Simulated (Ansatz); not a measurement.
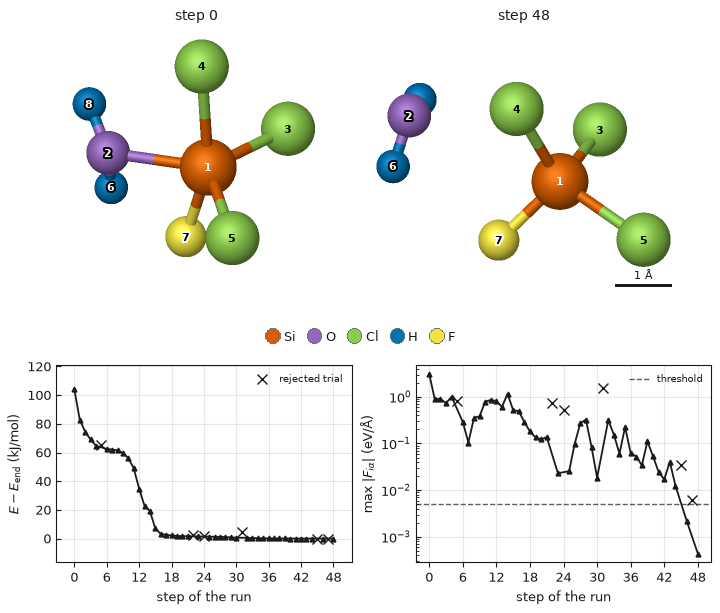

First and last geometry of a relaxation of SiH₂OCl₃F (started from a transition state, displaced along its imaginary mode), with the history of the run. A ball-and-stick model, seen at a tilt.

Method: RKS PBE0-D4/def2-TZVP (Ansatz). Set-up: force threshold 0.005 eV/Å; at most 200 steps.

**Read the history and describe the run.**

It converged. The energy falls by 104.2 kJ/mol in 42 accepted moves (48 points after the start). The largest force component goes from 3.1 to 0.00044 eV/Å. The line search rejected the trial steps at points 5, 22, 24, 31, 45, 47 of the run. The atom that moves furthest after the best rigid fit is Cl5 (1.52 Å). By element the largest moves are Cl 1.52 Å, H 1.30 Å, F 1.10 Å, O 1.04 Å, Si 0.68 Å. Among the contacts that change: Si1–O2 1.846 → 3.291 Å, Si1–H6 2.050 → 3.377 Å, Si1–Cl4 2.151 → 2.007 Å, Si1–F7 1.676 → 1.579 Å. Bonds break, among them: Si1–O2 (1.85 → 3.29 Å). Bond angles that change, for instance: Cl4–Si1–F7 161.6° → 110.1°, Cl3–Si1–F7 91.2° → 109.2°, Cl3–Si1–Cl4 95.5° → 112.0°.

| step | E − E(0), kJ/mol | largest force component, eV/Å | note |
| --- | --- | --- | --- |
| 0 | 0.00 | 3.0634 |  |
| 1 | -21.27 | 0.8770 |  |
| 2 | -29.72 | 0.9154 |  |
| 3 | -35.14 | 0.7244 |  |
| 4 | -39.46 | 1.0087 |  |
| 5 | -39.08 | 0.8103 | rejected |
| 6 | -41.70 | 0.2883 |  |
| 7 | -42.15 | 0.1050 |  |
| 8 | -42.71 | 0.3555 |  |
| 9 | -44.48 | 0.3852 |  |
| 10 | -48.13 | 0.7825 |  |
| 12 | -69.39 | 0.8122 |  |
| 14 | -85.08 | 1.1570 |  |
| 16 | -100.98 | 0.4951 |  |
| 18 | -102.07 | 0.1810 |  |
| 20 | -102.54 | 0.1226 |  |
| 22 | -102.01 | 0.7420 | rejected |
| 24 | -102.52 | 0.5173 | rejected |
| 26 | -102.98 | 0.0989 |  |
| 28 | -103.20 | 0.3247 |  |
| 30 | -103.65 | 0.0186 |  |
| 32 | -103.68 | 0.3160 |  |
| 34 | -103.98 | 0.0606 |  |
| 36 | -104.13 | 0.0627 |  |
| 38 | -104.18 | 0.0340 |  |
| 40 | -104.21 | 0.0529 |  |
| 42 | -104.22 | 0.0170 |  |
| 44 | -104.23 | 0.0125 |  |
| 46 | -104.23 | 0.0022 |  |
| 48 | -104.23 | 0.0004 |  |
